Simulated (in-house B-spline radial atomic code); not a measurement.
**Ga²⁰⁺: excited configurations in jj coupling**

Aim: the energies of several excited configurations of Ga²⁰⁺ above a reference configuration, each from its own self-consistent run.

Program: in-house B-spline radial atomic code version 1. Level of theory: Dirac-Hartree-Fock, average of configuration, Fermi nucleus, basis-set limit. These are calculated values, not measurements, unless marked.

## (1) Starting point

```
element       : gallium (Z = 31)
charge        : +20
electrons     : 11
configuration : 1s2 2s2 2p6 3s1
Hamiltonian   : Dirac-Coulomb
nucleus       : Fermi, rms radius 3.997 fm
```

Settings, as recorded:

```ini
Z = 31
electrons = 11.0
configuration = 1s2 2s2 2p6 3s1
hamiltonian = dirac
method = hf
spin_polarised = False
nucleus = fermi
rms_radius = 3.9973
mass_number = 69
atomic_mass = 68.925573528
speed_of_light = 137.035999084
```

From the earlier run of the reference: total energy -1713.840319 hartree. Levels, eight at most:

```csv
orbital,occupation,energy (eV),<r> (bohr)
1s1/2,2,-11284.1,0.04854
2s1/2,2,-2135.54,0.2131
2p1/2,2,-1982.32,0.1846
2p3/2,4,-1953.44,0.1879
3s1/2,1,-807.09,0.5354
```

## (2) Run with 1s2 2s2 2p6 4s1

Settings, as recorded:

```ini
Z = 31
electrons = 11.0
configuration = 1s2 2s2 2p6 4s1
hamiltonian = dirac
method = hf
spin_polarised = False
nucleus = fermi
rms_radius = 3.9973
mass_number = 69
atomic_mass = 68.925573528
speed_of_light = 137.035999084
```

## (3) Run with 1s2 2s2 2p-1 2p+4 3s1 5s1

In configurations, a minus sign after the shell means j = l − 1/2 and a plus sign j = l + 1/2; the count of electrons follows.

Changes to the settings of step 2:

```diff
@@ -2,3 +2,3 @@
 electrons = 11.0
-configuration = 1s2 2s2 2p6 4s1
+configuration = 1s2 2s2 2p-1 2p+4 3s1 5s1
 hamiltonian = dirac
```

## (4) 1s2 2s1 2p6 3s1 5f+1

Changes to the settings of step 3:

```diff
@@ -2,3 +2,3 @@
 electrons = 11.0
-configuration = 1s2 2s2 2p-1 2p+4 3s1 5s1
+configuration = 1s2 2s1 2p6 3s1 5f+1
 hamiltonian = dirac
```

## (5) 1s2 2s2 2p6 5g+1

Changes to the settings of step 4:

```diff
@@ -2,3 +2,3 @@
 electrons = 11.0
-configuration = 1s2 2s1 2p6 3s1 5f+1
+configuration = 1s2 2s2 2p6 5g+1
 hamiltonian = dirac
```

## (6) 1s2 2s1 2p6 3s1 6f+1

Changes to the settings of step 5:

```diff
@@ -2,3 +2,3 @@
 electrons = 11.0
-configuration = 1s2 2s2 2p6 5g+1
+configuration = 1s2 2s1 2p6 3s1 6f+1
 hamiltonian = dirac
```

How far above the reference does each configuration lie (order and size, in eV)?

The runs gave:

| net move | configuration | energy above the reference (eV) | with Breit, QED, recoil (eV) | largest <r> (bohr) |
| --- | --- | --- | --- | --- |
| 3s → 4s | 1s2 2s2 2p6 4s1 | 376.47 | 376.21 | 0.998 |
| 3s → 5g9/2 | 1s2 2s2 2p6 5g+1 | 566.95 | 566.53 | 1.31 |
| 2p1/2 → 5s | 1s2 2s2 2p-1 2p+4 3s1 5s1 | 1708.36 | 1706.62 | 1.59 |
| 2s → 5f7/2 | 1s2 2s1 2p6 3s1 5f+1 | 1888.61 | 1886.72 | 1.48 |
| 2s → 6f7/2 | 1s2 2s1 2p6 3s1 6f+1 | 1962.76 | 1960.87 | 2.26 |

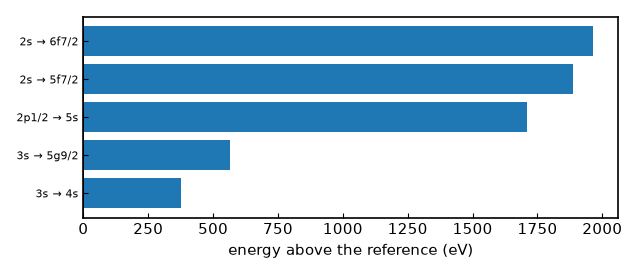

Energy of each configuration above the reference.

At the bottom stands 3s → 4s (376.47 eV), at the top 2s → 6f7/2 (1962.76 eV). 3 of them lie above the ionisation threshold that Koopmans' theorem gives (807.09 eV), where such states can decay by emitting an electron. Two partly filled shells share a symmetry and can mix in the average, which may lower the energy, for: 2p1/2 → 5s; 2s → 5f7/2; 2s → 6f7/2. These are averages over configurations, without correlation, not spectroscopic levels.
